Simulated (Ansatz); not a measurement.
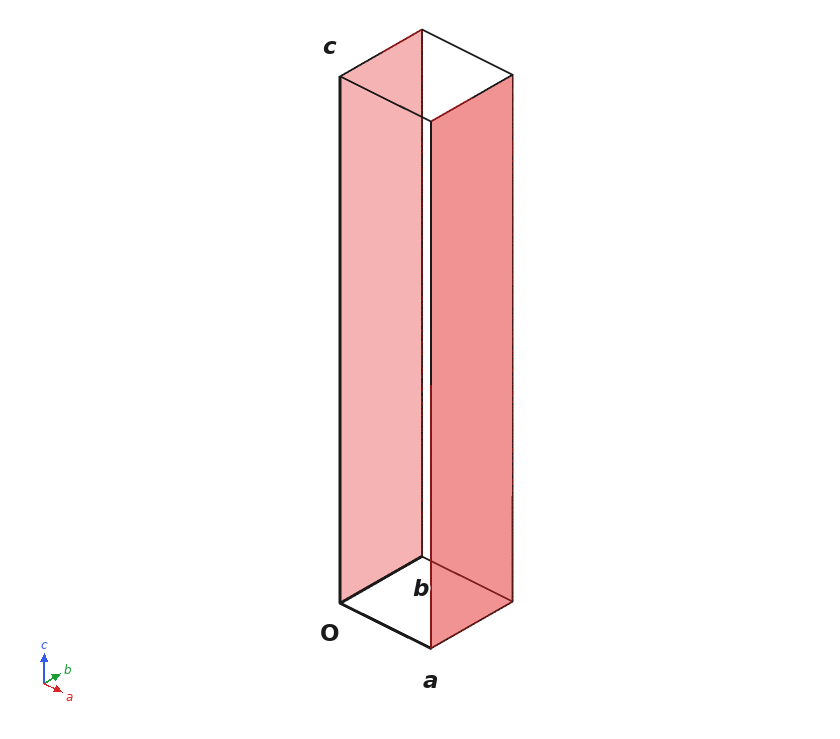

Crystal: Y, the end point of a relaxation with Ansatz 0.2.0, DFT, PBE, plane waves (420 eV) with PAW, scalar-relativistic; the starting structure was generated, so it need not be a known form of this composition. Every member of one family of equally spaced planes, hx + ky + lz = a whole number, that cuts the unit cell is shaded (one member passes through the origin O). Geometry calculated from the standardised cell; symmetry tolerance 0.002 Å.

a = 3.608 Å, b = 3.608 Å, c = 11.577 Å, α = 90.00°, β = 90.00°, γ = 120.00°.

**Index the planes.**

(1 0 0), in four indices (1 0 −1 0); the opposite sign names the same planes. The member next to the origin meets the axes a at 1, b never, c never.

**What is the spacing?**

d = 3.124 Å.

**The space group is P6₃/mmc (No. 194). How many reflections hkl are equivalent to this one (itself included), and does it occur?**

6 reflections are equivalent in the Laue class 6/mmm. The space group allows the reflection.
